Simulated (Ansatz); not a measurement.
# Relaxing glassy NaFeSi2O6 (120 atoms), part 2 of 4

How does glassy NaFeSi2O6 (120 atoms) relax, and what do bonds, charges and levels look like afterwards?

Ansatz 0.2.0; Kohn-Sham DFT, PBE, PAW (set soft_2), plane waves.

The cell: 12 Fe, 12 Na, 72 O and 24 Si. The quench rate of 20 K/ps is many orders above laboratory rates. The starting topology of bonds comes from the classical model. Without a Hubbard term or exact exchange, open shells on Fe are likely too delocalised. Only the Γ point is sampled, in a cell whose shortest periodic width is 12 Å.

So far. Step 2 (Single point at the start): The r.m.s. force component of 1.3 eV/Å sets the starting point.

## (3) Cell and atoms relaxed

Cell and atoms are freed together, to release stress as well as forces.

The input, input.yaml:

```yaml
crystal:
  lattice:
    - [11.8563, 0.0, 0.0]
    - [0.0, 11.8563, 0.0]
    - [0.0, 0.0, 11.8563]
  atoms:
    [... the 120 atom lines of step 2 ...]
magnetization:
  spin_polarized: true
kpoints:
  mp_grid: { grid: [1, 1, 1] }
hamiltonian:
  xc: pbe
scf:
  occupations: { method: gaussian, width: 0.05 }
  lower_state_search: "off"
output:
  forces: true
relax:
  f_tol: 0.03
  max_steps: 63
  cell: {}
```

Command:

```console
ansatz run input.yaml --threads 4 --pin off --max-ram 8192MiB --backend cpu --events-out ev --progress --plain --runs-dir out
```

Numbers of over 12 decimals in the logs are rounded to 6 here.

What it wrote:

```text
[...]
Crystal: 120 atoms, lattice volume = 1666.662 Å³
Basis set: ecut = 420 eV, 32531 PW (Γ), exchange–correlation on 160×160×160 points (8 copies of the dense FFT grid, shifted against one another)
Bands: 564, of which v1, the nominal top of the filled ones, is band 414 counted from 1 (413 counted from 0)
Symmetry: 1 space group operations
[...]
k-points: 1
[...]
Starting moments: Σ|m| = 60 μB on 12 of 120 sites
[...]
SCF iter   1: F=—  HF=-127903.607286 eV  |F-HF|=—  |Δ(HF+E_count)|=         —  Δρ=2.36e-1 (↑1.48e-1 ↓2.36e-1)  dr2=2.51e3  dr2_m=2.46e2  M=12.168 μB ∫|m|=21.326 μB  β_m=0.30  ethr=3.10e-3  ⟨swp⟩=6.0  Hψ=4490  notcnv=0  defer=132
[...]
SCF iter  34: F=-127788.149584 eV  HF=-127788.149584 eV  |F-HF|=1.22e-8  |Δ(HF+E_count)|=   2.23e-8  Δρ=1.09e-6 (↑5.26e-7 ↓1.09e-6)  dr2=4.37e-8  dr2_m=4.60e-9  M=29.489 μB ∫|m|=56.884 μB  ethr=1.21e-11  ⟨swp⟩=3.5  Hψ=2387  notcnv=0
SCF 1 converged in 34 iterations: F = -127788.149584 eV  dr2 = 4.37e-8
[...]
relax step   1: F+E_penalty+E_count = -127788.14958382 eV  Δ(F+E_penalty+E_count) = +0.000e0 eV  max|allowed force component| = 4.297e0 eV/Å  Δτ_max = 0.0000 Å  P = +3.711 GPa  Ω = 1666.662 Å³  (34 SCF iters, dr2 threshold 1.00e-7 eV, accepted)
[... from here on, the SCF cycles and remarks between the steps are left out ...]
relax step   2: F+E_penalty+E_count = -127793.98187688 eV  Δ(F+E_penalty+E_count) = -5.832e0 eV  max|allowed force component| = 2.779e0 eV/Å  Δτ_max = 0.1958 Å  P = +2.134 GPa  Ω = 1651.108 Å³  energy of the carried Pulay correction = +5.099e-2 eV  (19 SCF iters, dr2 threshold 1.20e-5 eV, accepted)
relax step   3: F+E_penalty+E_count = -127797.78149937 eV  Δ(F+E_penalty+E_count) = -3.800e0 eV  max|allowed force component| = 6.716e-1 eV/Å  Δτ_max = 0.1950 Å  P = +0.011 GPa  Ω = 1639.840 Å³  energy of the carried Pulay correction = +8.822e-2 eV  (21 SCF iters, dr2 threshold 1.20e-5 eV, accepted)
relax step   4: F+E_penalty+E_count = -127798.47657674 eV  Δ(F+E_penalty+E_count) = -6.951e-1 eV  max|allowed force component| = 5.792e-1 eV/Å  Δτ_max = 0.1948 Å  P = -0.325 GPa  Ω = 1634.261 Å³  energy of the carried Pulay correction = +1.067e-1 eV  (15 SCF iters, dr2 threshold 1.20e-5 eV, accepted)
relax step   5: F+E_penalty+E_count = -127798.85188242 eV  Δ(F+E_penalty+E_count) = -3.753e-1 eV  max|allowed force component| = 3.704e-1 eV/Å  Δτ_max = 0.1951 Å  P = -0.132 GPa  Ω = 1629.252 Å³  energy of the carried Pulay correction = +1.234e-1 eV  (14 SCF iters, dr2 threshold 1.20e-5 eV, accepted)
relax step   6: F+E_penalty+E_count = -127799.06966162 eV  Δ(F+E_penalty+E_count) = -2.178e-1 eV  max|allowed force component| = 2.614e-1 eV/Å  Δτ_max = 0.1950 Å  P = -0.121 GPa  Ω = 1630.901 Å³  energy of the carried Pulay correction = +1.179e-1 eV  (15 SCF iters, dr2 threshold 8.57e-6 eV, accepted)
relax step   7: F+E_penalty+E_count = -127799.19999966 eV  Δ(F+E_penalty+E_count) = -1.303e-1 eV  max|allowed force component| = 1.807e-1 eV/Å  Δτ_max = 0.1915 Å  P = +0.091 GPa  Ω = 1629.655 Å³  energy of the carried Pulay correction = +1.221e-1 eV  (14 SCF iters, dr2 threshold 4.27e-6 eV, accepted)
relax step   8: F+E_penalty+E_count = -127799.28746254 eV  Δ(F+E_penalty+E_count) = -8.746e-2 eV  max|allowed force component| = 1.440e-1 eV/Å  Δτ_max = 0.1951 Å  P = -0.103 GPa  Ω = 1634.105 Å³  energy of the carried Pulay correction = +1.073e-1 eV  (16 SCF iters, dr2 threshold 2.04e-6 eV, accepted)
relax step   9: F+E_penalty+E_count = -127799.37489036 eV  Δ(F+E_penalty+E_count) = -8.743e-2 eV  max|allowed force component| = 1.346e-1 eV/Å  Δτ_max = 0.1904 Å  P = +0.118 GPa  Ω = 1632.191 Å³  energy of the carried Pulay correction = +1.136e-1 eV  (16 SCF iters, dr2 threshold 1.30e-6 eV, accepted)
relax step  10: F+E_penalty+E_count = -127799.42588514 eV  Δ(F+E_penalty+E_count) = -5.099e-2 eV  max|allowed force component| = 1.340e-1 eV/Å  Δτ_max = 0.1942 Å  P = -0.115 GPa  Ω = 1636.993 Å³  energy of the carried Pulay correction = +9.767e-2 eV  (20 SCF iters, dr2 threshold 1.13e-6 eV, accepted)
relax step  11: F+E_penalty+E_count = -127799.46850914 eV  Δ(F+E_penalty+E_count) = -4.262e-2 eV  max|allowed force component| = 1.548e-1 eV/Å  Δτ_max = 0.2000 Å  P = -0.017 GPa  Ω = 1637.199 Å³  energy of the carried Pulay correction = +9.698e-2 eV  (16 SCF iters, dr2 threshold 1.12e-6 eV, accepted)
relax step  12: F+E_penalty+E_count = -127799.50541251 eV  Δ(F+E_penalty+E_count) = -3.690e-2 eV  max|allowed force component| = 1.286e-1 eV/Å  Δτ_max = 0.1954 Å  P = +0.002 GPa  Ω = 1638.721 Å³  energy of the carried Pulay correction = +9.193e-2 eV  (15 SCF iters, dr2 threshold 1.50e-6 eV, accepted)
relax step  13: F+E_penalty+E_count = -127799.53711052 eV  Δ(F+E_penalty+E_count) = -3.170e-2 eV  max|allowed force component| = 1.824e-1 eV/Å  Δτ_max = 0.1961 Å  P = -0.029 GPa  Ω = 1640.363 Å³  energy of the carried Pulay correction = +8.649e-2 eV  (12 SCF iters, dr2 threshold 1.03e-6 eV, accepted)
[...]
relax step  26: F+E_penalty+E_count = -127799.81846367 eV  Δ(F+E_penalty+E_count) = -2.769e-2 eV  max|allowed force component| = 1.492e-1 eV/Å  Δτ_max = 0.2000 Å  P = -0.028 GPa  Ω = 1640.810 Å³  energy of the carried Pulay correction = +8.500e-2 eV  (14 SCF iters, dr2 threshold 1.19e-6 eV, accepted)
relax step  27: F+E_penalty+E_count = -127799.80197064 eV  Δ(F+E_penalty+E_count) = +1.649e-2 eV  max|allowed force component| = 3.610e-1 eV/Å  Δτ_max = 0.1992 Å  P = -0.187 GPa  Ω = 1641.427 Å³  energy of the carried Pulay correction = +8.296e-2 eV  (23 SCF iters, dr2 threshold 1.39e-6 eV, rejected (line search))
relax step  28: F+E_penalty+E_count = -127799.83982152 eV  Δ(F+E_penalty+E_count) = -2.136e-2 eV  max|allowed force component| = 1.863e-1 eV/Å  Δτ_max = 0.0996 Å  P = +0.016 GPa  Ω = 1639.199 Å³  energy of the carried Pulay correction = +9.035e-2 eV  (23 SCF iters, accepted)
relax step  29: F+E_penalty+E_count = -127799.85661438 eV  Δ(F+E_penalty+E_count) = -1.679e-2 eV  max|allowed force component| = 6.974e-2 eV/Å  Δτ_max = 0.0809 Å  P = -0.015 GPa  Ω = 1640.501 Å³  energy of the carried Pulay correction = +8.603e-2 eV  (13 SCF iters, dr2 threshold 2.17e-6 eV, accepted)
relax step  30: F+E_penalty+E_count = -127799.85240201 eV  Δ(F+E_penalty+E_count) = +4.212e-3 eV  max|allowed force component| = 1.221e-1 eV/Å  Δτ_max = 0.0639 Å  P = -0.013 GPa  Ω = 1642.523 Å³  energy of the carried Pulay correction = +7.933e-2 eV  (18 SCF iters, dr2 threshold 3.04e-7 eV, accepted)
relax step  31: F+E_penalty+E_count = -127799.82782948 eV  Δ(F+E_penalty+E_count) = +2.457e-2 eV  max|allowed force component| = 1.194e-1 eV/Å  Δτ_max = 0.1922 Å  P = -0.004 GPa  Ω = 1641.953 Å³  energy of the carried Pulay correction = +8.122e-2 eV  (15 SCF iters, dr2 threshold 9.31e-7 eV, rejected (line search))
relax step  32: F+E_penalty+E_count = -127799.86444887 eV  Δ(F+E_penalty+E_count) = -1.205e-2 eV  max|allowed force component| = 4.738e-2 eV/Å  Δτ_max = 0.0609 Å  P = +0.022 GPa  Ω = 1641.662 Å³  energy of the carried Pulay correction = +8.218e-2 eV  (20 SCF iters, accepted)
relax step  33: F+E_penalty+E_count = -127799.86471443 eV  Δ(F+E_penalty+E_count) = -2.656e-4 eV  max|allowed force component| = 2.113e-2 eV/Å  Δτ_max = 0.0174 Å  P = -0.005 GPa  Ω = 1642.039 Å³  energy of the carried Pulay correction = +8.093e-2 eV  (12 SCF iters, dr2 threshold 1.40e-7 eV, accepted)
relax step  34: F+E_penalty+E_count = -127799.83072463 eV  Δ(F+E_penalty+E_count) = +3.399e-2 eV  max|allowed force component| = 2.081e-2 eV/Å  Δτ_max = 0.0000 Å  P = -0.056 GPa  Ω = 1642.039 Å³  stress off target by 1.82e-1 GPa  SCF on the basis re-selected at this cell (its energy is not comparable with the rows above)  (12 SCF iters)
relax step  35: F+E_penalty+E_count = -127799.80862142 eV  Δ(F+E_penalty+E_count) = +2.210e-2 eV  max|allowed force component| = 3.178e-1 eV/Å  Δτ_max = 0.1193 Å  P = +0.059 GPa  Ω = 1639.887 Å³  energy of the carried Pulay correction = +6.723e-3 eV  (17 SCF iters, dr2 threshold 8.29e-8 eV, rejected (line search))
relax step  36: F+E_penalty+E_count = -127799.84015015 eV  Δ(F+E_penalty+E_count) = -9.426e-3 eV  max|allowed force component| = 2.495e-2 eV/Å  Δτ_max = 0.0185 Å  P = +0.017 GPa  Ω = 1640.468 Å³  energy of the carried Pulay correction = +5.043e-3 eV  (19 SCF iters, accepted)
relax step  37: F+E_penalty+E_count = -127799.83481871 eV  Δ(F+E_penalty+E_count) = +5.331e-3 eV  max|allowed force component| = 2.500e-2 eV/Å  Δτ_max = 0.0000 Å  P = +0.013 GPa  Ω = 1640.468 Å³  stress off target by 2.40e-2 GPa  SCF on the basis re-selected at this cell (its energy is not comparable with the rows above)  (9 SCF iters)
[...]
SCF converged after 9 iterations
Magnetization: 29.9315 μB (428.9658 up, 399.0342 down)
Absolute magnetization: 57.1695 μB (∫|ρ↑−ρ↓|, with the PAW one-centre terms)
[...]
Per-site moments (μB) at R_I (Å): [(3.597015, 0.775199), (3.686243, 0.800771), (3.532069, 0.770443), (3.651097, 0.764934), (-3.607248, 0.764515), [...]
Free energy (F): -127799.834819 eV
[...]
Internal energy: -127799.829450 eV  (E = F + TS)
E sigma→0 (E₀):  -127799.832135 eV
Entropy (-TS):   -0.005368 eV (-0.045 meV/atom)
Fermi energy:    4.677995 eV
[...]
--- Forces (eV/Å), atoms counted from 1 ---
  atom   1  Fe     0.00315382     0.00455187     0.00302017
  atom   2  Fe    -0.01701660     0.01112034    -0.01188473
  atom   3  Fe    -0.00968315    -0.01182480     0.00356756
  atom   4  Fe     0.00190486    -0.00032854    -0.00827213
  atom   5  Fe    -0.00610075     0.00898100     0.00352624
  atom   6  Fe    -0.00462096    -0.00298839     0.00500211
  atom   7  Fe    -0.00749845    -0.01148313     0.00003152
  atom   8  Fe     0.00915295    -0.00081771     0.00843948
  atom   9  Fe     0.00151400    -0.00877705     0.00292470
  atom  10  Fe     0.01560659     0.00629369     0.02197557
  atom  11  Fe     0.00833403    -0.00653394    -0.00140733
  atom  12  Fe     0.00263543     0.00373036    -0.02500334
  atom  13  Na     0.00334275    -0.00234292     0.00268648
  atom  14  Na    -0.00274177     0.00409704    -0.00258936
[...]
atom 119  Si     0.00907001     0.01718245    -0.01705984
  atom 120  Si    -0.01205316    -0.00058861     0.01767280
  max |Σ_I F_I| component: 1.06e-4 eV/Å
--- Stress (GPa, compression-positive) ---
        0.007001      -0.001761       0.004507
       -0.001759       0.010771      -0.003910
        0.004508      -0.003909       0.021395
  P = ⅓ Tr σ = 0.0131 GPa (0.131 kbar)
--- Relaxed structure (35 steps of the walk, 31 accepted, 2 SCFs on fresh bases) ---
  F+E_penalty+E_count = -127799.83481871 eV   max|allowed force component| = 2.500e-2 eV/Å   (the final SCF, on the basis selected at the relaxed cell)
  cell:  # Å, volume = 1640.4676 Å³
    - [11.773759, -0.098037, -0.106222]
    - [-0.098037, 11.622253, 0.168969]
    - [-0.106222, 0.168969, 11.992658]
  atoms:
    - { symbol: Fe, position: [0.217755, 0.246531, 0.951607] }
    - { symbol: Fe, position: [0.716581, 0.041096, 0.536573] }
    - { symbol: Fe, position: [0.328951, 0.274333, 0.387735] }
    - { symbol: Fe, position: [0.076113, 0.131663, 0.765861] }
[...]
- { symbol: Si, position: [0.795424, 0.896335, 0.318586] }
```

Wall time 26 min (4 threads of Intel Xeon Platinum 8375C at 2.90GHz (Ice Lake), shared host); peak memory 4.6 GiB.

Step by step (22 of 37):

| step | energy less that of the first step (eV) | largest force component (eV/Å) | pressure (GPa) | volume (Å³) |
| --- | --- | --- | --- | --- |
| 1 | 0.0000 | 4.2965 | 3.71 | 1666.66 |
| 3 | -9.6319 | 0.6716 | 0.01 | 1639.84 |
| 4 | -10.3270 | 0.5792 | -0.33 | 1634.26 |
| 6 | -10.9201 | 0.2614 | -0.12 | 1630.90 |
| 8 | -11.1379 | 0.1440 | -0.10 | 1634.11 |
| 10 | -11.2763 | 0.1340 | -0.11 | 1636.99 |
| 11 | -11.3189 | 0.1548 | -0.02 | 1637.20 |
| 13 | -11.3875 | 0.1824 | -0.03 | 1640.36 |
| 15 | -11.4612 | 0.1153 | -0.01 | 1639.99 |
| 16 | -11.5002 | 0.1220 | -0.01 | 1639.14 |
| 18 | -11.5338 | 0.1795 | 0.01 | 1638.19 |
| 20 | -11.5700 | 0.0544 | -0.01 | 1638.27 |
| 22 | -11.5829 | 0.0655 | -0.01 | 1637.43 |
| 23 | -11.5901 | 0.0741 | -0.01 | 1637.60 |
| 25 | -11.6412 | 0.1381 | 0.05 | 1637.45 |
| 27 | -11.6524 | 0.3610 | -0.19 | 1641.43 |
| 28 | -11.6902 | 0.1863 | 0.02 | 1639.20 |
| 30 | -11.7028 | 0.1221 | -0.01 | 1642.52 |
| 32 | -11.7149 | 0.0474 | 0.02 | 1641.66 |
| 34* | -11.6811 | 0.0208 | -0.06 | 1642.04 |
| 35 | -11.6590 | 0.3178 | 0.06 | 1639.89 |
| 37* | -11.6852 | 0.0250 | 0.01 | 1640.47 |

Relaxation steps marked * repeat the geometry before them on a plane-wave basis chosen anew for their cell, so energy and pressure can jump there. Other such steps can lie between the rows shown. Relaxation steps 18, 27, 31, 35 were tried and not accepted.

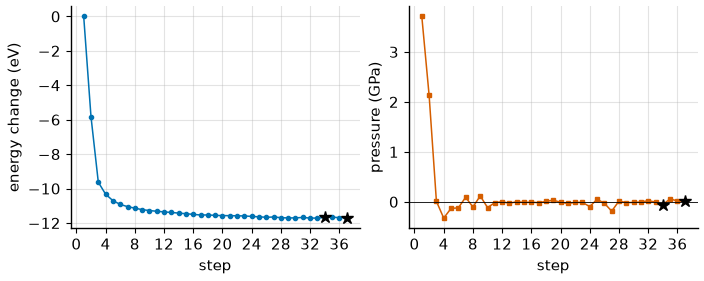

Energy and pressure along the relaxation. Stars mark steps on a basis chosen anew.

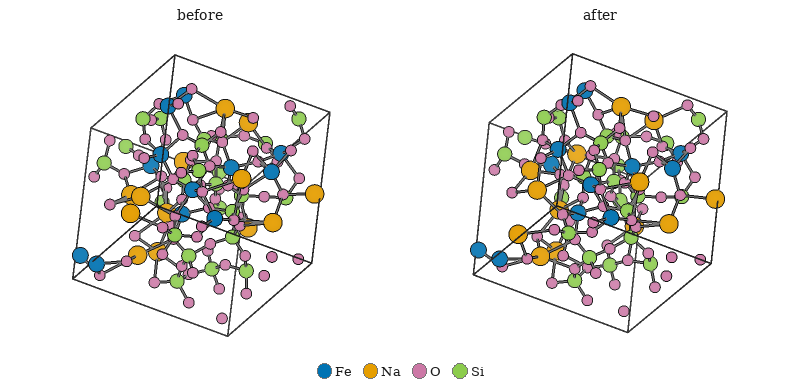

The structure before and after the relaxation, drawn at the same scale. Bonds to atoms that aren't drawn are left out.

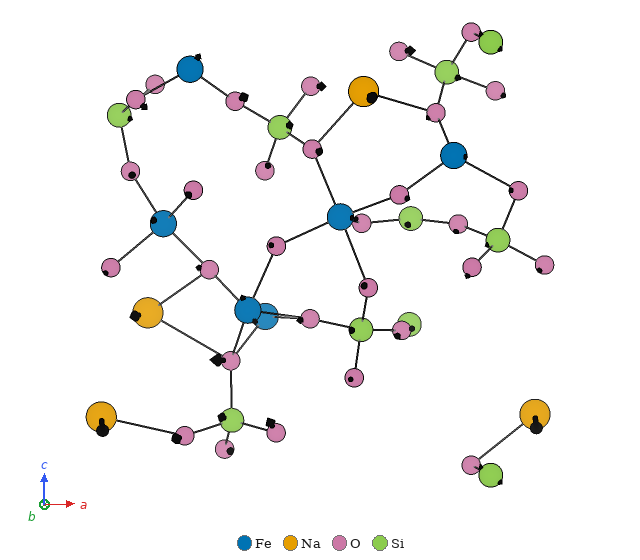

Displacements in the relaxation, scaled, measured against the changing cell; the longest in the cell stands for 2.09 Å. Drawn is a slice 4 Å thick, seen along the normal of the ac plane.

| cell as run | before | after | change |
| --- | --- | --- | --- |
| a (Å) | 11.856 | 11.775 | -0.7 % |
| b (Å) | 11.856 | 11.624 | -2.0 % |
| c (Å) | 11.856 | 11.994 | +1.2 % |
| α (°) | 90.00 | 88.36 | -1.8 % |
| β (°) | 90.00 | 91.03 | +1.1 % |
| γ (°) | 90.00 | 90.97 | +1.1 % |
| volume (Å³/atom) | 13.89 | 13.67 | -1.6 % |

The atoms that moved most (Å, as changes of fractional coordinates times the final cell):

| atom | dx | dy | dz | length |
| --- | --- | --- | --- | --- |
| Na23 | 0.194 | 1.938 | -0.748 | 2.086 |
| Na19 | -0.645 | -1.069 | 0.882 | 1.528 |
| O93 | 0.607 | 0.114 | 0.841 | 1.044 |
| Na15 | -0.573 | 0.672 | -0.005 | 0.883 |
| O88 | -0.627 | 0.543 | -0.012 | 0.829 |
| O44 | -0.404 | 0.531 | 0.397 | 0.776 |
| Na21 | 0.269 | -0.643 | -0.174 | 0.718 |
| O45 | 0.551 | -0.156 | 0.426 | 0.714 |

The relaxation changed the energy by -97.4 meV/atom, and atoms moved by 0.43 Å r.m.s., 2.1 Å at most.

## (4) Local order after relaxation

Bonds before and after, by the cutoffs listed below:

| pair | bonds before | bonds after | mean before (Å) | mean after (Å) | spread before (Å) | spread after (Å) |
| --- | --- | --- | --- | --- | --- | --- |
| O-Si | 96 | 96 | 1.618 | 1.643 | 0.052 | 0.026 |
| O-Fe | 59 | 57 | 2.007 | 1.970 | 0.123 | 0.101 |
| O-Na | 62 | 68 | 2.673 | 2.585 | 0.247 | 0.208 |

Density 2.81 g/cm³, 13.67 Å³ an atom.

Pair distribution functions g(r), in bins of 0.2 Å:

| r (Å) | total | O-O | O-Si | O-Fe | O-Na | Si-Si | Si-Fe |
| --- | --- | --- | --- | --- | --- | --- | --- |
| 1.50 | 0.07 | 0.00 | 0.30 | 0.00 | 0.00 | 0.00 | 0.00 |
| 1.70 | 3.15 | 0.00 | 13.13 | 0.00 | 0.00 | 0.00 | 0.00 |
| 1.90 | 0.95 | 0.00 | 0.00 | 7.89 | 0.00 | 0.00 | 0.00 |
| 2.10 | 0.38 | 0.00 | 0.00 | 3.16 | 0.00 | 0.00 | 0.00 |
| 2.30 | 0.27 | 0.00 | 0.00 | 0.14 | 2.07 | 0.00 | 0.00 |
| 2.50 | 0.63 | 0.82 | 0.00 | 0.00 | 2.79 | 0.00 | 0.00 |
| 2.70 | 2.06 | 4.86 | 0.00 | 0.41 | 1.98 | 0.00 | 0.29 |
| 2.90 | 0.77 | 1.32 | 0.09 | 0.18 | 0.72 | 1.59 | 1.09 |
| 3.10 | 0.97 | 1.06 | 0.19 | 0.08 | 0.55 | 3.26 | 3.00 |
| 3.30 | 0.96 | 0.70 | 0.62 | 0.82 | 0.56 | 1.30 | 3.94 |
| 3.50 | 1.01 | 0.58 | 1.40 | 0.98 | 0.67 | 0.00 | 2.58 |
| 3.70 | 0.89 | 0.65 | 1.10 | 1.21 | 1.03 | 0.00 | 0.17 |
| 3.90 | 0.99 | 0.80 | 1.44 | 1.10 | 0.89 | 0.60 | 0.31 |
| 4.10 | 0.97 | 0.51 | 2.01 | 1.04 | 0.54 | 0.66 | 0.95 |
| 4.30 | 1.22 | 0.74 | 1.64 | 2.13 | 1.23 | 1.45 | 0.62 |
| 4.50 | 0.96 | 0.78 | 1.01 | 1.94 | 0.86 | 1.01 | 0.56 |
| 4.70 | 1.06 | 1.17 | 0.72 | 1.07 | 1.96 | 1.13 | 0.62 |
| 4.90 | 1.00 | 1.42 | 0.52 | 0.60 | 0.97 | 1.59 | 1.22 |
| 5.10 | 1.04 | 1.50 | 0.62 | 0.46 | 1.19 | 1.22 | 0.96 |
| 5.30 | 1.02 | 1.39 | 0.94 | 0.59 | 0.75 | 1.14 | 0.72 |
| 5.50 | 0.96 | 1.05 | 0.94 | 0.65 | 1.00 | 0.97 | 0.90 |
| 5.70 | 0.99 | 0.91 | 1.10 | 0.86 | 0.90 | 1.05 | 1.19 |

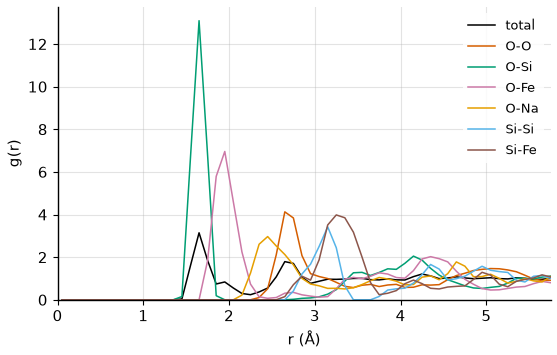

Pair distribution functions, lightly smoothed.

Bonds by pair of elements; cutoffs follow the first minimum of g(r), held within bounds set by covalent radii, and pairs that aren't listed don't count as bonded:

| pair A-B | cutoff (Å) | bonds | mean length (Å) | spread (Å) | shortest (Å) | B about A | A about B |
| --- | --- | --- | --- | --- | --- | --- | --- |
| O-Si | 2.08 | 96 | 1.64 | 0.026 | 1.58 | 1.33 | 4 |
| O-Fe | 2.48 | 57 | 1.97 | 0.101 | 1.83 | 0.792 | 4.75 |
| O-Na | 3.09 | 68 | 2.58 | 0.208 | 2.26 | 0.944 | 5.67 |

How many atoms have how many bonded neighbours:

| element | mean | 2 | 3 | 4 | 5 | 6 | 7 |
| --- | --- | --- | --- | --- | --- | --- | --- |
| Fe | 4.75 | 0 | 0 | 4 | 7 | 1 | 0 |
| Na | 5.67 | 0 | 0 | 2 | 4 | 2 | 4 |
| O | 3.07 | 14 | 39 | 19 | 0 | 0 | 0 |
| Si | 4 | 0 | 0 | 24 | 0 | 0 | 0 |

Bond angles (no mean is given where the spread exceeds 20°):

| angle | count | mean (°) | spread (°) |
| --- | --- | --- | --- |
| O-Na-O | 166 | - | - |
| O-Si-O | 144 | 109 | 5 |
| O-Fe-O | 109 | - | - |
| Na-O-Si | 84 | - | - |
| Fe-O-Si | 52 | 132 | 16.7 |

Oxygen atoms by the number of network formers (Si, P, Ge, B, Al, As, Ga) bound to them:

| network formers bound to O | O atoms | per cent |
| --- | --- | --- |
| 0 | 2 | 2.8 |
| 1 | 44 | 61.1 |
| 2 | 26 | 36.1 |

Network units: each former by its oxygen neighbours and how many of them bridge to another former:

| former | O neighbours | bridging O | atoms |
| --- | --- | --- | --- |
| Si | 4 | 0 | 1 |
| Si | 4 | 1 | 6 |
| Si | 4 | 2 | 8 |
| Si | 4 | 3 | 6 |
| Si | 4 | 4 | 3 |

Bond length by coordination (bonds to H left out):

| element | coordination | atoms | mean bond length (Å) |
| --- | --- | --- | --- |
| Fe | 4 | 4 | 1.90 |
| Fe | 5 | 7 | 1.99 |
| Fe | 6 | 1 | 2.06 |
| Na | 4 | 2 | 2.47 |
| Na | 5 | 4 | 2.56 |
| Na | 6 | 2 | 2.66 |
| Na | 7 | 4 | 2.60 |
| O | 2 | 14 | 1.68 |
| O | 3 | 39 | 2.00 |
| O | 4 | 19 | 2.18 |

Rings of the network by King's shortest-path rule, up to 12 atoms, one path for each pair of neighbours; H, halogens, alkali and alkaline-earth atoms are left out, and the last column divides by all other atoms, bonded or not:

| ring size (atoms) | rings | per network atom |
| --- | --- | --- |
| 4 | 5 | 0.046 |
| 6 | 12 | 0.111 |
| 8 | 32 | 0.296 |
| 10 | 26 | 0.241 |
| 12 | 28 | 0.259 |

First main peaks of g(r), for some of the pairs, lie near 2.7 Å (O-O), 1.6 Å (O-Si), 1.9 Å (O-Fe), 2.4 Å (O-Na), 3.1 Å (Si-Si) and 3.2 Å (Si-Fe). By these cutoffs 58 % of Fe atoms have 5, 33 % of Na atoms have 5 and as many 7, 54 % of O atoms have 3 and all Si atoms have 4 bonded neighbours. Counting bonds to Si alone, not to Fe, 36 % of the oxygens join two of these atoms and 61 % one; 3 % join none. The commonest Si unit has 4 oxygens, 2 of them shared with other formers (8 of 24 atoms). Rings of 8 atoms are the most common (31 % of those counted); sizes run from 4 to 12, where the search stops.

[end of part 2 of 4]

[Logs are printed without paths, hosts, clocks, repeated set-up lines and the standing remarks that a program may print on its own settings, such as how far it seeks lower states.]

[Hosts, paths, dates, database ids (printed as entryN), source tags and the programs' standing remarks are cut or masked in the printed files.]
